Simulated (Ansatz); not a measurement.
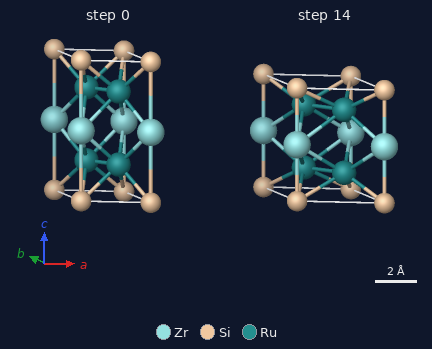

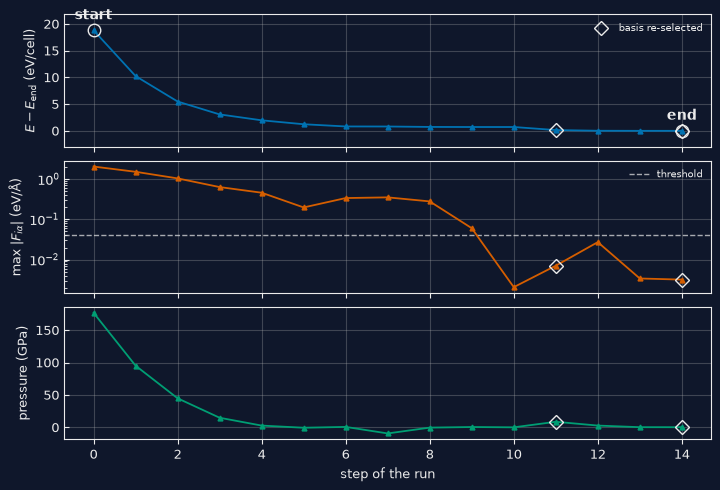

First and last geometry of a relaxation of crystalline ZrSiRu4 (a generated structure, set up in P6/mmm) (coarse preliminary run), with the history of the run. The picture is a ball-and-stick view of the cell of the calculation, seen slightly off an axis.

These are results of DFT PBE, scalar-relativistic, plane waves, PAW (Ansatz), not measurements. Settings: plane-wave cutoff 420 eV; k-point mesh 6 × 6 × 4; occupations gaussian; smearing width 0.1 eV; no spin polarisation; cell and atoms relaxed; force threshold 0.04 eV/Å; at most 70 steps.

### Did the run converge, and what did it change?

It converged. The energy falls by 18.804 eV per cell of the calculation in 12 accepted moves (14 points after the start). The largest force component goes from 2.1 to 0.0032 eV/Å. Pressure: 176.76 GPa at the start and 0.22 GPa at the end. The SCF was repeated twice at an unchanged geometry on a basis and grid sized afresh for the cell, which shifted the energy by 0.572 eV per cell of the calculation at most. The largest moves relative to the cell, 0.11 Å, are those of Ru atoms. Zr and Si stay in place. The volume changes by +26.1 %, with a = b 3.458 → 4.336 Å (+25.4 %), c 7.029 → 5.640 Å (−19.8 %). Some distances before and after: Ru–Ru 3.380 → 2.491 Å, Zr–Zr 3.458 → 4.336 Å, Si–Zr 3.515 → 2.820 Å, Ru–Ru 1.996 → 2.503 Å. New bonds form: Ru–Ru (3.38 → 2.49 Å). The space group stays P6/mmm (No. 191).
